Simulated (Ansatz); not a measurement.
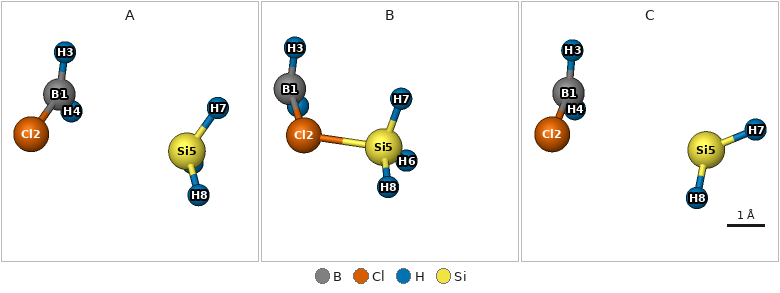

3 geometries from a converged minimum-energy path of BSiH₅Cl (multiplicity 2), made up of BH2Cl and SiH3, shuffled. The picture is a ball-and-stick view, seen at a tilt.

Computed with UKS PBE0/6-31G* (Ansatz 0.2.0). Settings: 7 movable images; climbing image; force threshold 0.05 eV/Å; iteration limit 60; starting path through a guess of the saddle point.

One of them is the converged climbing image. Which?

B. In order along the path, whose images run from 0 to 8: C (image 4, −0.01 eV), A (image 5, 0.00 eV), B (image 7, +0.75 eV). Forming: Cl2–Si5 (4.41 → 2.23 at the top → 2.11 Å).

Limits of the set-up: the start holds two separate molecules, 4.4 Å apart at their closest, whose relative position is a soft coordinate and is computed without a dispersion correction.

Cost: 6.3 min on 1 thread of AMD EPYC 7R43 64-Core Processor (Zen 3) (shared host), peak memory 0.17 GiB.
